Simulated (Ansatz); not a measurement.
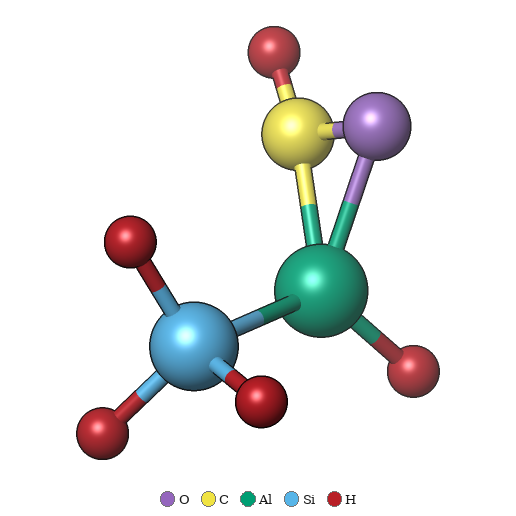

Computed geometry: PBE0-D4/def2-TZVP optimisation. Properties computed with RKS BLYP-D4/def2-TZVPP (Ansatz 0.2.0).

Question: What is the HOMO energy (Kohn–Sham orbital)?

Answer: −6.05 eV.

Question: Give the LUMO energy (Kohn–Sham orbital) at this level.

Answer: −3.24 eV.

Question: Estimate the dispersion correction.

Answer: −34.8 kJ/mol.
